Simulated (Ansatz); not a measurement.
# H2O (triplet): from Hartree-Fock to the top rungs at distance H1–H2 along a hydrogen transfer = 0.817 Å, cc-pVTZ

Aim: climb from Hartree-Fock through coupled cluster and multireference methods for H2O (triplet) at one geometry and basis, and see what each rung misses.

Computed with Ansatz 0.2.0, Gaussian basis. Level: cc-pVTZ, core rule «outside noble gas», up to 1 orbitals frozen.

To be run: UHF; CCSD(T) on ROHF; CCSD(T) on UHF; BCCD(T) on ROHF; CISD; CCSDT(Q) on ROHF; CCSDT(Q) on UHF; CASSCF and NEVPT2, 4 electrons in 4 orbitals; CASSCF and MRCISD+Q, 8 electrons in 6 orbitals; CASSCF and NEVPT2, 8 electrons in 6 orbitals.

11 further runs of the same task are left out: 1 for a mislabelled method, 9 that didn't finish, 1 set aside as unsound or not needed.

### Step 1. The system

The geometry derives from fragments relaxed apart (PBE0/def2-TZVP) and kept rigid, so it is no stationary point. A hydrogen atom is moved between rigid fragments.

3 atoms, charge 0, spin multiplicity 3.

Atoms are counted from 1 here; the program's logs count them from 0.

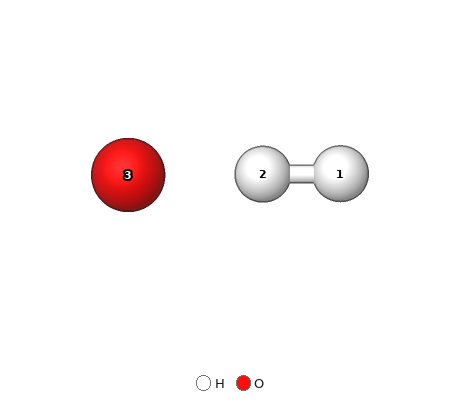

The geometry (hydrogen white, oxygen red); atoms are numbered from 1 in the order of the file.

In the tables R marks a restricted open-shell determinant and U an unrestricted one; 'pair' is the active space of 4 electrons in 4 orbitals; 'valence' is the active space of 8 electrons in 6 orbitals; energies count from the table's Hartree-Fock row.

### Step 2. UHF

in.yaml

```yaml
crystal:
  periodic: [false, false, false]
  atoms:
    - {symbol: H, position_ang: [0.000000, 0.000000, -1.017667]}
    - {symbol: H, position_ang: [0.000000, 0.000000, -0.200667]}
    - {symbol: O, position_ang: [0.000000, 0.000000, 1.218333]}
basis:
  gaussian: {orbitals: cc-pVTZ}
magnetization: {spin_polarized: true, initial_magnetization: 2}
hamiltonian: {xc: hf}
output: {orbitals: {seedname: orbitals}}
```

Run with:

```sh
> ansatz run in.yaml --threads 1 --pin off --events-out ev --progress --plain --max-ram 2393MiB
```

The program printed:

```text
Functional definition: HF
  name "HF"
  cite "Fock, Z. Phys. 61, 126 (1930) doi:10.1007/BF01340294"
  parent pbe
  exchange = exact_x
  correlation = 0
336 factors; their error is unknown
mean field evaluation 1: about -2064.7353 eV, gradient 9.8e0 eV
mean field evaluation 2: about -2065.4548 eV, gradient 3.6e0 eV
mean field evaluation 4: about -2065.6271 eV, gradient 5.3e-1 eV
mean field evaluation 8: about -2065.6450 eV, gradient 1.6e-1 eV
mean field evaluation 16: about -2065.1643 eV, gradient 7.8e0 eV
mean field evaluation 32: about -2065.0419 eV, gradient 3.4e0 eV
mean field evaluation 64: about -2065.5537 eV, gradient 2.3e0 eV
mean field -2065.64522847 eV, -75.9110620017 hartree, gradient 2.8e-5 eV, S^2 2.025879; 4 other end points of the search recorded, 0 dependent functions left out
reference -2065.64522847 eV, -75.9110620017 hartree; 6, 4 occupied and 52, 54 virtual orbitals, 336 factors
Total energy: -2065.64522847 eV, -75.9110620017 hartree
```

Wall time 0.3 s (1 thread of Arm Neoverse V2, shared host).

From the report: ⟨S²⟩ of the determinant 2.026 (pure triplet: 2.00).

### Step 3. CCSD(T) on ROHF

Changes to in.yaml since step 2:

```diff
@@ -8,4 +8,4 @@
   gaussian: {orbitals: cc-pVTZ}
-magnetization: {spin_polarized: true, initial_magnetization: 2}
-hamiltonian: {xc: hf}
-output: {orbitals: {seedname: orbitals}}
+magnetization: {spin_polarized: false, initial_magnetization: 2}
+correlation: {method: ccsd_t, electrons: outside_noble_gas}
+output: {forces: true}
```

The command is unchanged.

The program printed, cut to the lines that bear on the results:

```text
Functional definition: HF
  name "HF"
  cite "Fock, Z. Phys. 61, 126 (1930) doi:10.1007/BF01340294"
  parent pbe
[...]
332 factors; integrals over basis functions are off by at most 1.3e-3 eV
[...]
mean field -2065.38212995 eV, -75.9013933095 hartree, gradient 1.9e-6 eV, S^2 2.000000; 9 other end points of the search recorded, 0 dependent functions left out
[...]
determinant -2065.38212995 eV, -75.9013933095 hartree, with singles and doubles -2071.44996417 eV, -76.1243821040 hartree
determinant -2064.99899940 eV, -75.8873135214 hartree, with singles and doubles -2070.80234913 eV, -76.1005826903 hartree
1 core orbitals not correlated: weight in the atoms' cores, before any rotation towards them, 1.000 or more for the frozen orbitals, at most 0.000 for the correlated occupied ones
reference -2065.38212995 eV, -75.9013933095 hartree; 5, 3 occupied and 52, 54 virtual orbitals, 332 factors
second order -5.16728057 eV of doubles, -0.15037637 eV of singles
cycle   1  -5.99869799 eV  change   -7.1e-1 eV  update   1.7e-2
[...]
cycle  13  -6.02492725 eV  change    1.5e-7 eV  update   1.1e-7
perturbative correction -0.12358290 eV, -0.0045415877 hartree
[...]
Total energy: -2071.53064011 eV, -76.1273468900 hartree
Atom 0 at     0.000000     0.000000    -1.017667 Å, force    -0.000000    -0.000000     0.867290 eV/Å
Atom 1 at     0.000000     0.000000    -0.200667 Å, force     0.000000     0.000000    -1.768579 eV/Å
Atom 2 at     0.000000     0.000000     1.218333 Å, force    -0.000000     0.000000     0.901289 eV/Å
Dipole moment:     0.000000     0.000000    -0.081108 e Å
```

Wall time 4.6 s (1 thread of Arm Neoverse V2, shared host).

From the report: correlation -6.1485 eV; T1 0.035; largest double amplitude 0.07.

### Step 4. CCSD(T) on UHF

Changes to in.yaml since step 3:

```diff
@@ -8,3 +8,3 @@
   gaussian: {orbitals: cc-pVTZ}
-magnetization: {spin_polarized: false, initial_magnetization: 2}
+magnetization: {spin_polarized: true, initial_magnetization: 2}
 correlation: {method: ccsd_t, electrons: outside_noble_gas}
```

Same command.

The program printed, cut to the lines that bear on the results:

```text
Functional definition: HF
  name "HF"
  cite "Fock, Z. Phys. 61, 126 (1930) doi:10.1007/BF01340294"
  parent pbe
[...]
332 factors; integrals over basis functions are off by at most 1.3e-3 eV
[...]
mean field -2065.64523516 eV, -75.9110622476 hartree, gradient 5.7e-6 eV, S^2 2.025878; 9 other end points of the search recorded, 0 dependent functions left out
determinant -2065.64523516 eV, -75.9110622476 hartree, with singles and doubles -2071.45151531 eV, -76.1244391073 hartree
determinant -2065.17517999 eV, -75.8937880385 hartree, with singles and doubles -2070.80055557 eV, -76.1005167781 hartree
1 core orbitals not correlated: weight in the atoms' cores, before any rotation towards them, 1.000 or more for the frozen orbitals, at most 0.000 for the correlated occupied ones
reference -2065.64523516 eV, -75.9110622476 hartree; 5, 3 occupied and 52, 54 virtual orbitals, 332 factors
second order -5.08020746 eV of doubles, -0.00000000 eV of singles
cycle   1  -5.74424474 eV  change   -6.9e-1 eV  update   1.5e-2
[...]
cycle  13  -5.76754524 eV  change   -1.3e-8 eV  update   1.1e-7
perturbative correction -0.12024665 eV, -0.0044189827 hartree
[...]
Total energy: -2071.53302705 eV, -76.1274346086 hartree
Atom 0 at     0.000000     0.000000    -1.017667 Å, force     0.000000    -0.000000     0.865151 eV/Å
Atom 1 at     0.000000     0.000000    -0.200667 Å, force    -0.000000     0.000000    -1.766299 eV/Å
Atom 2 at     0.000000     0.000000     1.218333 Å, force     0.000000     0.000000     0.901147 eV/Å
Dipole moment:    -0.000000    -0.000000    -0.081135 e Å
```

Run time: 4.2 s. Hardware: 1 thread of Arm Neoverse V2, shared host.

From the report: ⟨S²⟩ of the determinant 2.026 (pure triplet: 2.00); correlation -5.8878 eV; T1 0.021; largest double amplitude 0.06.

### Step 5. BCCD(T) on ROHF

Changes to in.yaml since step 4:

```diff
@@ -8,4 +8,3 @@
   gaussian: {orbitals: cc-pVTZ}
-magnetization: {spin_polarized: true, initial_magnetization: 2}
-correlation: {method: ccsd_t, electrons: outside_noble_gas}
-output: {forces: true}
+magnetization: {spin_polarized: false, initial_magnetization: 2}
+correlation: {method: bccd_t, electrons: outside_noble_gas}
```

The command is unchanged.

The program printed, cut to the lines that bear on the results:

```text
Functional definition: HF
  name "HF"
  cite "Fock, Z. Phys. 61, 126 (1930) doi:10.1007/BF01340294"
  parent pbe
[...]
332 factors; integrals over basis functions are off by at most 1.3e-3 eV
[...]
mean field -2065.38212995 eV, -75.9013933095 hartree, gradient 1.9e-6 eV, S^2 2.000000; 9 other end points of the search recorded, 0 dependent functions left out
[...]
determinant -2065.38212995 eV, -75.9013933095 hartree, with singles and doubles -2071.44996417 eV, -76.1243821040 hartree
determinant -2064.99899940 eV, -75.8873135214 hartree, with singles and doubles -2070.80234913 eV, -76.1005826903 hartree
1 core orbitals not correlated: weight in the atoms' cores, before any rotation towards them, 1.000 or more for the frozen orbitals, at most 0.000 for the correlated occupied ones
reference -2065.38212995 eV, -75.9013933095 hartree; 5, 3 occupied and 52, 54 virtual orbitals, 332 factors
second order -5.16728057 eV of doubles, -0.15037637 eV of singles
cycle   1  -6.00670327 eV  change   -7.2e-1 eV  update   1.9e-2
[...]
cycle  10  -6.01863989 eV  change   -3.8e-6 eV  update   4.4e-6
perturbative correction -0.13060587 eV, -0.0047996770 hartree
Total energy: -2071.53137571 eV, -76.1273739230 hartree
```

It took 2 s on 1 thread of Arm Neoverse V2, shared host.

From the report: correlation -6.1492 eV; largest double amplitude 0.07.

### Step 6. CISD

Changes to in.yaml since step 5:

```diff
@@ -9,2 +9,2 @@
 magnetization: {spin_polarized: false, initial_magnetization: 2}
-correlation: {method: bccd_t, electrons: outside_noble_gas}
+correlation: {active_space: {ras: {orbitals: [3, 2, 52], electrons: 8, max_holes: 2, max_particles: 2}, fixed_orbitals: true}}
```

The command is unchanged.

The program printed:

```text
Functional definition: HF
  name "HF"
  cite "Fock, Z. Phys. 61, 126 (1930) doi:10.1007/BF01340294"
  parent pbe
  exchange = exact_x
  correlation = 0
332 factors; integrals over basis functions are off by at most 1.3e-3 eV
mean field evaluation 1: about -2064.0579 eV, gradient 9.6e0 eV
mean field evaluation 2: about -2064.0604 eV, gradient 9.6e0 eV
mean field evaluation 4: about -2065.2631 eV, gradient 2.5e0 eV
mean field evaluation 8: about -2065.3817 eV, gradient 3.0e-1 eV
mean field evaluation 16: about -2065.3821 eV, gradient 1.8e-4 eV
mean field evaluation 32: about -2065.0306 eV, gradient 8.9e-1 eV
mean field evaluation 64: about -2065.3783 eV, gradient 4.4e-1 eV
mean field -2065.38212995 eV, -75.9013933095 hartree, gradient 1.9e-6 eV, S^2 2.000000; 9 other end points of the search recorded, 0 dependent functions left out
reference -2065.38212995 eV, -75.9013933095 hartree; 6, 4 occupied and 52, 54 virtual orbitals, 332 factors
state -2071.17740642 eV, -76.1143657914 hartree
Total energy: -2071.17740642 eV, -76.1143657914 hartree
```

Run time: 2.5 s. Hardware: 1 thread of Arm Neoverse V2, shared host.

From the report: 57,740 determinants.

(Part 1 of 2 ends here.)
